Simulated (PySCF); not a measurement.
C4H10Al2O2 (SMILES C#[C][AlH-]1[O+](C)[AlH2-][O+]1C)

Input

```
{"job": {"kind": "nmr", "xc": "PBE0", "basis": "pcSseg-1"}, "charge": 0, "multiplicity": 1}
C     -1.076200     2.483372    -2.169271
C     -0.537591     1.921849    -1.227154
Al     0.318686     1.049869     0.260053
O      1.222825    -0.463416    -0.309793
C      2.305494    -0.577975    -1.208234
Al     0.145911    -1.779710     0.461095
O     -0.790208    -0.250329     0.979359
C     -2.037726    -0.106263     1.623378
H     -1.552281     2.976609    -2.998805
H      1.093560     1.910408     1.337986
H      3.264328    -0.550593    -0.666938
H      2.237623    -1.526000    -1.763884
H      2.279658     0.245901    -1.938099
H      0.856861    -2.489751     1.694013
H     -0.641196    -2.619667    -0.637482
H     -2.560502     0.782891     1.238496
H     -1.904355    -0.002477     2.711846
H     -2.670389    -0.984776     1.424071
```

Run with:

```sh
OMP_NUM_THREADS=1 python probes_run.py task.json out
```

Geometry: PBE0-D3(BJ)/def2-SVP.

Level of theory: PBE0/pcSseg-1, SCF density, gas phase, non-relativistic (PySCF).

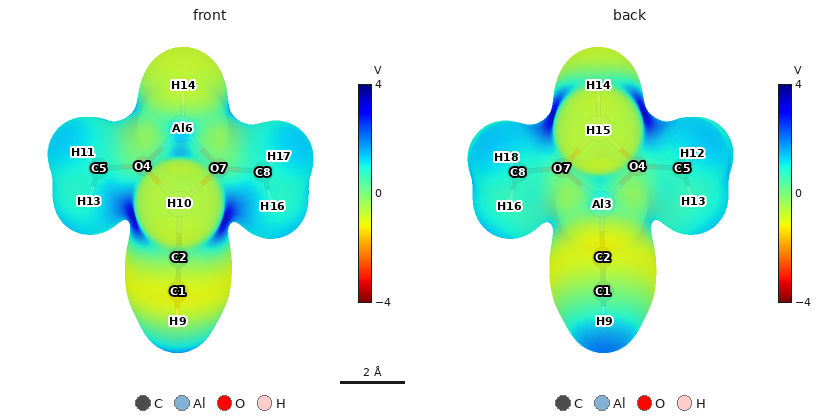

Figure 1. The electrostatic potential painted on the density surface at 0.004 e/bohr³, seen from the front and from behind; the colour scale runs from red (negative) to blue (positive).

### Which sites attract a positive test charge, and which a negative one?

A positive charge is drawn to the negative regions and a negative charge to the positive ones. The most negative region (about −1.2 V) lies over C1 and C2, the most positive (about +3.4 V) over Al3 and Al6.

### What dipole moment does the calculation give?

Its dipole moment is 0.69 D.

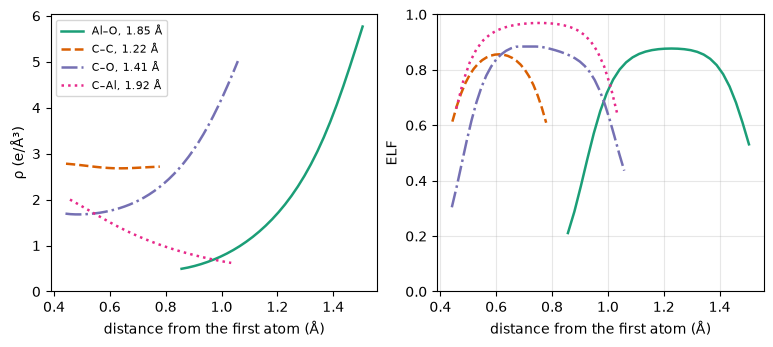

Figure 2. Electron density and ELF along straight lines between neighbouring atoms. The curves leave out the atomic cores.

### What can be read from the curves?

Al–O (1.85 Å): the density is about 0.6 e/Å³ at the midpoint; the ELF peaks at about 0.90 in the valence shell of O, 0.6 Å from its nucleus, and is about 0.50 at the midpoint.
C–C (1.22 Å): ρ is about 2.7 e/Å³ halfway; the ELF peaks at about 0.85 between the atoms: a multiple bond.
C–O (1.41 Å): ρ is about 2 e/Å³ halfway, with its minimum of 1.7 e/Å³ about 0.5 Å from C; the ELF peaks at about 0.90 between the atoms (a polar covalent bond).
C–Al (1.92 Å): the density is about 0.71 e/Å³ at the midpoint; the ELF peaks at about 0.95 between the atoms, as expected for a polar covalent bond.
